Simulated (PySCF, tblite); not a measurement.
# C5H11BO2Si: geometry, infrared bands and NMR shifts

What infrared bands and NMR shifts should C5H11BO2Si (`CB([SiH3])/C(C)=C/OC=O`) show?

Computed with tblite 0.8.0 and PySCF 2.14.0, with density-fitted response routines of our own, on a single molecule in the gas phase. Atoms are numbered from 0 throughout.

### 1 The starting structure

20 atoms, charge 0, multiplicity 1; geometry from: force field or distance geometry start.

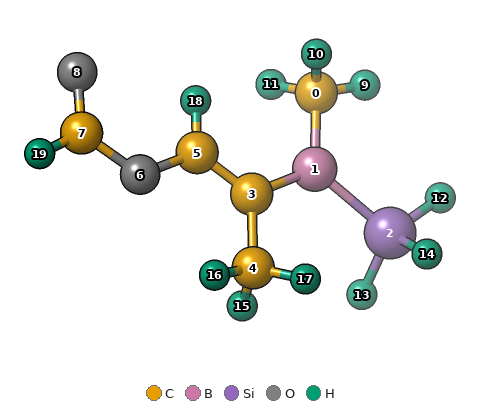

As it starts; carbon amber, boron pink, silicon purple, oxygen grey, hydrogen teal, atoms numbered.

### 2 Relaxing the molecule with GFN2-xTB

Job settings and geometry (Å):

```
{"job": {"kind": "relax", "xc": "GFN2-xTB", "basis": "xTB"}, "charge": 0, "multiplicity": 1}
C     -1.420300     1.836600    -0.081600
B     -1.186000     0.302300     0.242500
Si    -2.674000    -0.730800     0.972600
C      0.241900    -0.371700     0.025600
C      0.403100    -1.849500     0.346800
C      1.288800     0.360900    -0.358000
O      2.562500    -0.206100    -0.510500
C      3.691300     0.523600    -0.903300
O      3.616800     1.748600    -1.157000
H     -2.487600     2.117900     0.126200
H     -1.213100     2.026000    -1.153800
H     -0.771100     2.465100     0.551900
H     -3.866800     0.142000     1.120900
H     -2.310100    -1.270800     2.282100
H     -3.005300    -1.824600     0.056600
H      0.398500    -1.998400     1.451400
H      1.345600    -2.265300    -0.070400
H     -0.431100    -2.432000    -0.109700
H      1.170600     1.422100    -0.549400
H      4.641000     0.014800    -0.998000
```

Started as:

```
> OMP_NUM_THREADS=1 python probes_run.py task.json out
```

The driver reads the jobs from task.json and runs them one after another.

Standard output:

```text
step      E/eV     max force
  0    -743.98352    4.819
  1    -744.15878    4.953
  2    -744.32695    1.182
  3    -744.37742    0.914
  4    -744.45874    0.499
  5    -744.47567    0.285
  6    -744.49370    0.258
  7    -744.50132    0.216
  8    -744.51025    0.192
  9    -744.51480    0.150
 10    -744.51914    0.162
 11    -744.52285    0.157
 12    -744.52598    0.131
 13    -744.52798    0.114
 14    -744.52957    0.097
 15    -744.53116    0.106
 16    -744.53276    0.102
 17    -744.53415    0.083
 18    -744.53519    0.078
 19    -744.53597    0.073
 20    -744.53664    0.055
 21    -744.53726    0.058
 22    -744.53784    0.069
 23    -744.53837    0.064
 24    -744.53883    0.050
 25    -744.53926    0.045
 26    -744.53966    0.043
 27    -744.54001    0.049
 28    -744.54028    0.047
 29    -744.54051    0.041
 30    -744.54072    0.038
 31    -744.54089    0.033
 32    -744.54100    0.020
 33    -744.54106    0.022
 34    -744.54112    0.022
 35    -744.54120    0.029
 36    -744.54131    0.029
 37    -744.54144    0.035
 38    -744.54159    0.040
 39    -744.54179    0.044
 40    -744.54205    0.057
 41    -744.54231    0.049
 42    -744.54249    0.022
 43    -744.54258    0.019
 44    -744.54264    0.017
 45    -744.54269    0.018
 46    -744.54274    0.018
 47    -744.54280    0.020
 48    -744.54289    0.024
 49    -744.54301    0.027
 50    -744.54312    0.029
 51    -744.54320    0.020
 52    -744.54328    0.023
 53    -744.54339    0.032
 54    -744.54350    0.026
 55    -744.54359    0.021
 56    -744.54365    0.018
 57    -744.54371    0.029
 58    -744.54380    0.039
 59    -744.54390    0.037
 60    -744.54401    0.027
 61    -744.54412    0.024
 62    -744.54425    0.027
 63    -744.54442    0.041
 64    -744.54459    0.038
 65    -744.54472    0.023
 66    -744.54483    0.023
 67    -744.54497    0.029
 68    -744.54511    0.032
 69    -744.54519    0.025
 70    -744.54524    0.021
 71    -744.54529    0.016
 72    -744.54534    0.015
 73    -744.54540    0.018
 74    -744.54547    0.021
 75    -744.54553    0.016
 76    -744.54556    0.011
 77    -744.54559    0.011
 78    -744.54561    0.009
```

Wall time 0.62 s (1 thread of Arm Neoverse V1, shared host).

Relaxation path: (not every step is listed)

```tsv
step	energy from step 0 (eV)	largest force (eV/Å)
0	0.0000	4.8189
1	-0.1753	4.9526
2	-0.3434	1.1819
3	-0.3939	0.9137
4	-0.4752	0.4995
5	-0.4922	0.2849
6	-0.5102	0.2579
7	-0.5178	0.2162
8	-0.5267	0.1923
14	-0.5461	0.0974
20	-0.5531	0.0551
26	-0.5561	0.0430
32	-0.5575	0.0205
38	-0.5581	0.0405
44	-0.5591	0.0170
50	-0.5596	0.0289
56	-0.5601	0.0176
62	-0.5607	0.0270
68	-0.5616	0.0316
73	-0.5619	0.0184
74	-0.5620	0.0208
75	-0.5620	0.0160
76	-0.5620	0.0112
77	-0.5621	0.0114
78	-0.5621	0.0087
```

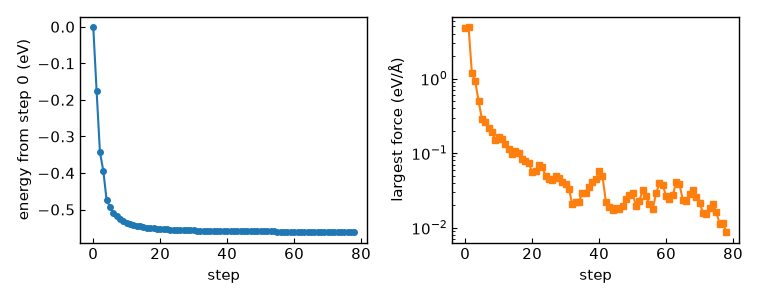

Energy and force, step by step.

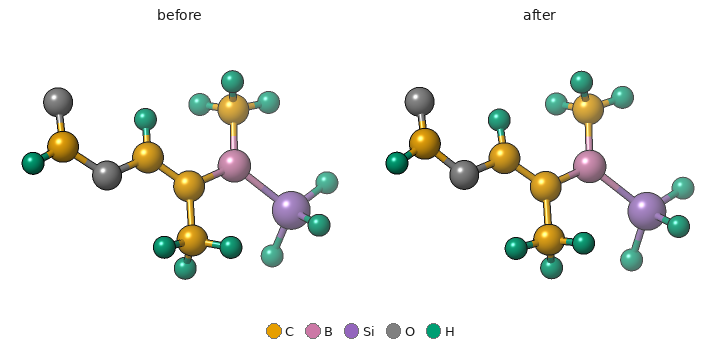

Before and after, at one scale.

Close pairs (by a distance rule), those that changed most:

```tsv
bond	before (Å)	after (Å)	change (Å)
O6–C7	1.400	1.328	-0.073
C7–O8	1.253	1.195	-0.058
C0–H9	1.123	1.088	-0.035
B1–C3	1.594	1.560	-0.033
C4–H17	1.115	1.088	-0.027
C4–H15	1.115	1.089	-0.026
C4–H16	1.111	1.087	-0.025
C5–O6	1.403	1.381	-0.021
```

The end geometry stands in the next job.

### 3 Harmonic vibrations with GFN2-xTB

Job settings and geometry (Å):

```
{"job": {"kind": "ir", "xc": "GFN2-xTB", "basis": "xTB"}, "charge": 0, "multiplicity": 1}
C     -1.344428     1.818522    -0.134270
B     -1.147727     0.304616     0.269047
Si    -2.648677    -0.725653     1.021127
C      0.244022    -0.368603     0.057532
C      0.412327    -1.840371     0.323602
C      1.301612     0.351373    -0.340804
O      2.556416    -0.196483    -0.522798
C      3.544141     0.599587    -0.914371
O      3.480630     1.773546    -1.127724
H     -2.374835     2.161352    -0.062419
H     -1.000698     2.031511    -1.145996
H     -0.753732     2.462073     0.519848
H     -3.859990     0.071901     1.272061
H     -2.359393    -1.382710     2.307459
H     -3.094061    -1.817560     0.136576
H      0.171751    -2.057062     1.362866
H      1.427325    -2.170392     0.119864
H     -0.277482    -2.411339    -0.295139
H      1.258172     1.413001    -0.544105
H      4.459480    -0.006628    -1.017504
```

Standard output:

```text
mode    cm-1     km/mol
  1     -36.8      0.36
  2      45.3      7.07
  3      54.2      1.22
  4      72.5      0.07
  5      95.7      2.78
  6     110.3      1.61
  7     135.2      0.06
  8     169.0      2.38
  9     250.1      4.02
 10     260.9     19.60
 11     267.3      7.20
 12     331.9      0.71
 13     361.9      1.56
 14     419.9     16.01
 15     462.2     43.77
 16     512.8     30.15
 17     518.8     30.88
 18     620.8      0.21
 19     741.5     20.29
 20     770.6     12.22
 21     809.2    258.72
 22     827.5    361.56
 23     835.7    143.60
 24     841.0     90.10
 25     841.9     24.78
 26     930.2      7.77
 27     976.9     23.59
 28    1023.0     56.80
 29    1035.4      0.44
 30    1070.5     12.38
 31    1074.1     70.97
 32    1133.9    666.13
 33    1234.4     21.15
 34    1302.7      9.05
 35    1357.6     15.67
 36    1384.8     30.41
 37    1398.6     10.84
 38    1475.2      9.96
 39    1476.4      4.16
 40    1489.8      0.59
 41    1500.9      0.75
 42    1624.8    140.22
 43    1776.0    683.51
 44    2170.9    407.16
 45    2181.1    363.27
 46    2198.3    291.98
 47    2836.8     92.65
 48    2986.9     15.58
 49    3009.7     23.81
 50    3015.4     20.35
 51    3028.7     21.87
 52    3030.6     21.72
 53    3053.4     18.73
 54    3069.5     11.63
```

Run time: 0.87 s. Hardware: 1 thread of Arm Neoverse V1, shared host.

The strongest bands and the atoms that carry them (share of the mass-weighted mode):

```tsv
cm⁻¹	km/mol	atoms
809	258.7	H14 48 %, H13 46 %
828	361.6	H14 42 %, H12 40 %
836	143.6	H12 42 %, H13 32 %
1134	666.1	O6 45 %, C7 31 %
1776	683.5	C7 59 %, O8 39 %
2171	407.2	H14 87 %
2181	363.3	H13 82 %
2198	292.0	H12 88 %
```

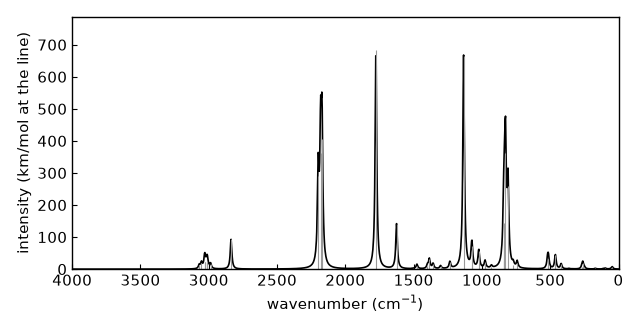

The infrared spectrum from these modes, unscaled. Lines are broadened to a width of 14 cm⁻¹ (Lorentzian).

### 4 NMR shieldings: PBE0/pcSseg-1

Same as in step 3 but for these lines:

```diff
@@ -1,2 +1,2 @@
-{"job": {"kind": "ir", "xc": "GFN2-xTB", "basis": "xTB"}, "charge": 0, "multiplicity": 1}
+{"job": {"kind": "nmr", "xc": "PBE0", "basis": "pcSseg-1"}, "charge": 0, "multiplicity": 1}
 C     -1.344428     1.818522    -0.134270
```

Method: GIAO PBE0/pcSseg-1 NMR shielding, non-relativistic, gas phase.

Standard output:

```text
coarse grid: 17136 points
cycle   1  E = -661.0617670439  dE =  1.166e+00  |g| = 9.197e-01  |ddm| = 3.982e+00
cycle   2  E = -660.6626016537  dE =  3.992e-01  |g| = 1.700e+00  |ddm| = 1.719e+00
cycle   3  E = -661.2177195492  dE = -5.551e-01  |g| = 3.019e-01  |ddm| = 1.261e+00
cycle   4  E = -661.2342383176  dE = -1.652e-02  |g| = 8.704e-02  |ddm| = 2.385e-01
cycle   5  E = -661.2354289606  dE = -1.191e-03  |g| = 2.305e-02  |ddm| = 5.381e-02
cycle   6  E = -661.2355381661  dE = -1.092e-04  |g| = 5.597e-03  |ddm| = 1.889e-02
cycle   7  E = -661.2355449614  dE = -6.795e-06  |g| = 1.475e-03  |ddm| = 5.712e-03
final grid: 160688 points
cycle   8  E = -661.3071467985  dE = -3.811e-05  |g| = 1.406e-02  |ddm| = 4.484e-02
cycle   9  E = -661.3070945471  dE =  5.225e-05  |g| = 2.172e-02  |ddm| = 2.463e-02
cycle  10  E = -661.3071849033  dE = -9.036e-05  |g| = 2.704e-03  |ddm| = 1.539e-02
cycle  11  E = -661.3071863220  dE = -1.419e-06  |g| = 4.754e-04  |ddm| = 1.843e-03
cycle  12  E = -661.3071863521  dE = -3.004e-08  |g| = 2.292e-04  |ddm| = 4.230e-04
cycle  13  E = -661.3071863618  dE = -9.759e-09  |g| = 6.766e-05  |ddm| = 2.017e-04
cycle  14  E = -661.3071863629  dE = -1.058e-09  |g| = 2.058e-05  |ddm| = 7.863e-05
cycle  15  E = -661.3071863630  dE = -1.078e-10  |g| = 4.089e-06  |ddm| = 1.934e-05
converged SCF energy = -661.3071863630

GIAO shielding tensors (ppm)
atom      isotropic    diamagn.    paramagn.     s11        s22        s33       span
  0 C      172.434     254.702     -82.269    148.862    182.340    186.099     37.238
  1 B        5.462     194.176    -188.714    -81.671    -27.305    125.360    207.031
  2 Si     461.684     880.962    -419.278    412.866    475.880    496.308     83.443
  3 C       50.689     261.085    -210.397    -38.720     13.811    176.975    215.695
  4 C      168.786     248.038     -79.252    157.549    168.079    180.729     23.180
  5 C       33.418     261.174    -227.757    -64.777     48.440    116.589    181.365
  6 O       70.444     401.521    -331.077    -88.318     62.461    237.189    325.507
  7 C       24.169     241.149    -216.980    -83.942     73.526     82.922    166.864
  8 O     -116.636     402.498    -519.134   -416.562   -243.225    309.879    726.441
  9 H       29.810      30.900      -1.091     25.583     29.363     34.482      8.899
 10 H       30.302      33.250      -2.948     25.522     30.223     35.162      9.639
 11 H       30.490      32.468      -1.977     25.769     30.114     35.588      9.820
 12 H       28.224      28.952      -0.728     24.675     26.722     33.275      8.599
 13 H       27.928      28.675      -0.748     24.209     27.201     32.373      8.164
 14 H       27.891      28.570      -0.679     24.434     26.946     32.294      7.860
 15 H       29.682      30.820      -1.138     25.413     28.469     35.163      9.749
 16 H       28.944      31.357      -2.413     23.247     29.798     33.788     10.541
 17 H       29.823      30.935      -1.111     25.674     28.538     35.258      9.584
 18 H       23.016      38.118     -15.102     17.942     21.930     29.177     11.235
 19 H       23.413      24.016      -0.603     18.714     24.042     27.483      8.769
```

It took 61 s on 1 thread of Arm Neoverse V1, shared host; peak memory 1 GiB.

Shifts follow as δ = σ(reference) − σ, with reference shieldings (ppm) from runs at the same level and on the same kind of geometry: ¹H TMS 31.72, ¹³C TMS 186.9, ²⁹Si TMS 349.2, ¹⁷O H2O 336.1, ¹¹B BF3·OEt2 100.1. The references are single molecules in the gas phase, so shifts against H2O, NH3, PH3, H3PO4 or CFCl3 are not on the usual liquid scales and can be off by tens of ppm. Atoms listed in one row are averaged.

```tsv
atoms	environment	σ (ppm)	δ (ppm)	δ scaled to CDCl3
C7	ester carbonyl carbon	24.2	162.8	156.9
C5	alkene carbon bearing oxygen	33.4	153.5	147.9
C3	β carbon of an enol-ether or enamine type C=C	50.7	136.2	131.1
C4	allylic methyl carbon	168.8	18.1	15.8
C0	methyl carbon bonded to B	172.4	14.5	12.2
H18	hydrogen on an alkene carbon bearing oxygen	23.02	8.70	8.31
H19	hydrogen on an ester carbonyl carbon	23.41	8.30	7.93
H12, H13, H14	hydrogen on a silicon bonded to B	28.01	3.70	–
H15, H16, H17	hydrogen on an allylic methyl carbon	29.48	2.23	2.21
H9, H10, H11	hydrogen on a methyl carbon bonded to B	30.20	1.52	1.53
B1	boron bonded to 2 C, Si	5.5	94.6	–
Si2	silicon bonded to B, 3 H	461.7	-112.5	–
O8	ester carbonyl oxygen	-116.6	452.7	–
O6	ester alkoxy oxygen	70.4	265.6	–
```

The scaled column applies a straight-line fit of computed shieldings to shifts measured in CDCl3 (root-mean-square error 0.16 ppm for H, 1.9 ppm for C).

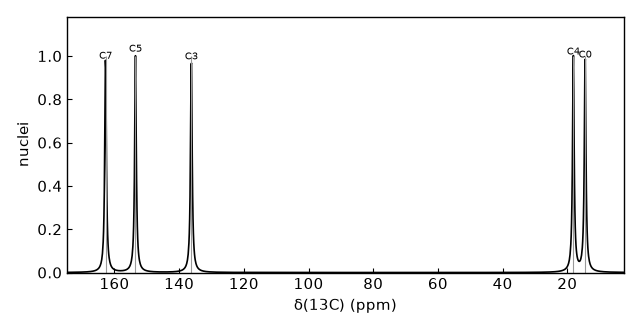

¹³C lines at the computed shifts, without couplings. Lines are broadened to a width of 0.59 ppm (Lorentzian).

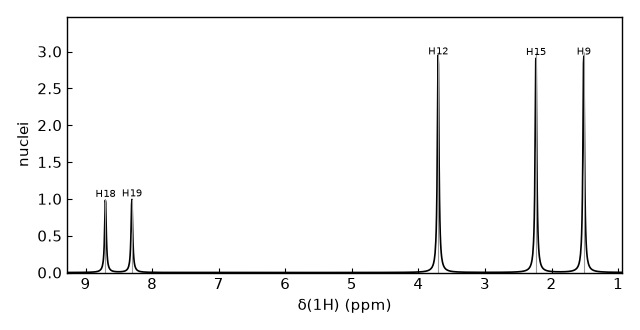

¹H lines at the computed shifts, without couplings. Lines are broadened to a width of 0.03 ppm (Lorentzian).

Charges from the same density, by scheme (e):

```tsv
atoms	Mulliken	IAO	Hirshfeld	ESP fit
C0	-0.53	-0.56	-0.20	-0.57
B1	0.22	0.03	0.11	0.36
Si2	0.31	0.40	0.22	0.21
C3	-0.54	-0.12	-0.08	-0.27
C4	-0.18	-0.43	-0.13	-0.21
C5	0.24	0.08	0.05	0.18
O6	-0.42	-0.29	-0.06	-0.27
C7	0.44	0.40	0.19	0.54
O8	-0.39	-0.43	-0.24	-0.48
```

Mulliken charges:

C0 -0.53; B1 0.22; Si2 0.31; C3 -0.54; C4 -0.18; C5 0.24; O6 -0.42; C7 0.44; O8 -0.39; H9 0.14; H10 0.14; H11 0.14; H12 -0.07; H13 -0.06; H14 -0.06; H15 0.14; H16 0.12; H17 0.14; H18 0.13; H19 0.11

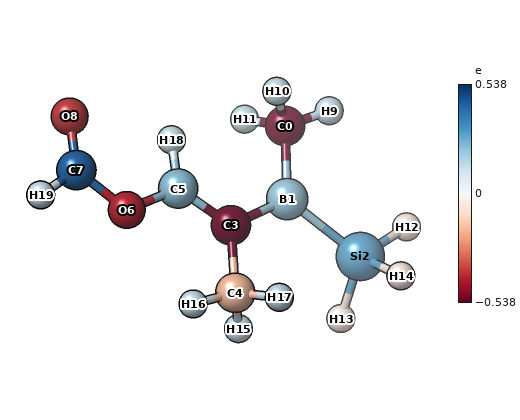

Mulliken charges, as colours on the atoms.

Mayer bond orders: C0–B1 1.07, B1–Si2 0.95, B1–C3 0.96, C3–C4 1.08, C3–C5 1.82, C5–O6 0.90, O6–C7 1.08, C7–O8 1.98.

Orbitals, density, ELF and potential are computed afterwards from the orbital file.

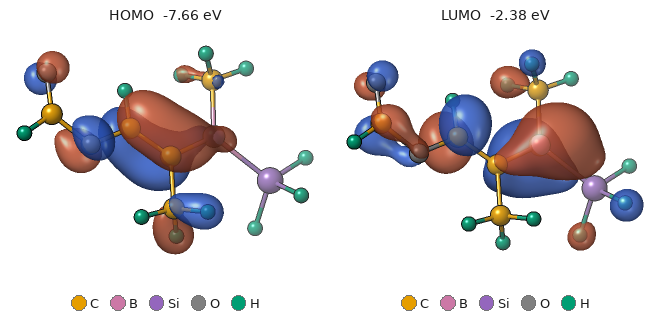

PBE0/pcSseg-1 orbitals near the gap, drawn at the value that encloses 70 % of each; the two colours are the two signs.

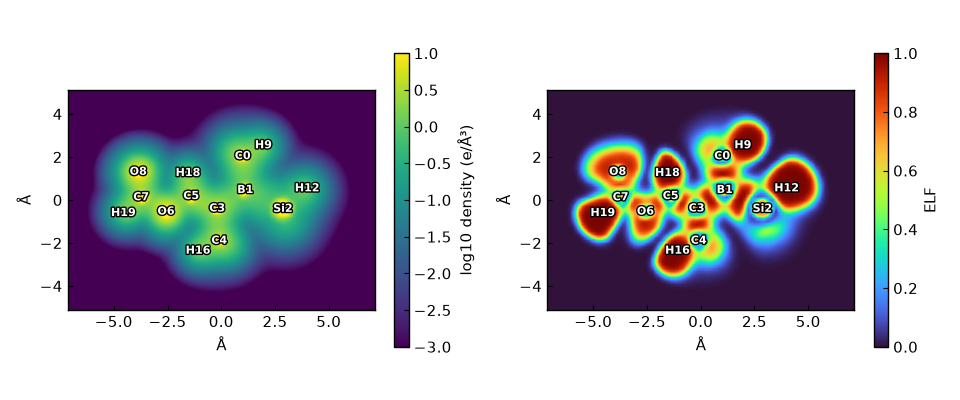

Density (left) and ELF (right) in a plane through or near 14 of the atoms.

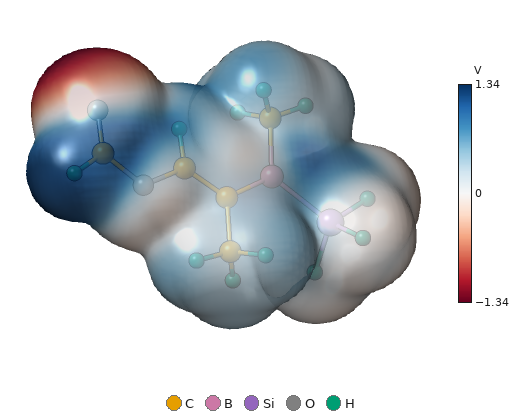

Electrostatic potential on the surface of density 0.002 e/bohr³; red is low, blue high. It runs from -1.27 V near O8 to 1.34 V near H19.

### 5 What came out

| quantity | value |
| --- | --- |
| strongest single infrared mode (GFN2-xTB) | 1776 cm⁻¹, 684 km/mol |
| zero-point energy (GFN2-xTB) | 91.8 kcal/mol |
| ¹³C shifts against TMS (PBE0/pcSseg-1) | 162.8, 153.5, 136.2, 18.1, 14.5 ppm |
| ¹H shifts against TMS (PBE0/pcSseg-1, means over atoms taken as alike) | 8.70, 8.30, 3.70, 2.23, 1.52 ppm |
| ¹¹B shifts against BF3·OEt2 (PBE0/pcSseg-1) | 94.6 ppm |
| ²⁹Si shifts against TMS (PBE0/pcSseg-1) | -112.5 ppm |
| ¹⁷O shifts against H2O (PBE0/pcSseg-1) | 452.7, 265.6 ppm |
| surface potential, least and greatest | -1.27 V and 1.34 V |

In words: The optimisation took 78 steps and gained 0.562 eV; among the close pairs (by a distance rule), O6–C7 changed most, from 1.400 to 1.328 Å. The lowest mode is imaginary (37i cm⁻¹), so the xTB geometry is not a minimum. The strongest single mode, at 1776 cm⁻¹, moves mainly C7 and O8. Unscaled tight-binding wavenumbers are off by several per cent, some by more. Its intensities can rank the bands wrongly. At PBE0/pcSseg-1: Shielding is most anisotropic at O8 (span 726 ppm, paramagnetic term -519 ppm). At PBE0/pcSseg-1, counted by nearest atom on the grid, the HOMO lies on C3 33 %; C5 25 %, the LUMO on B1 41 %; C5 17 %.
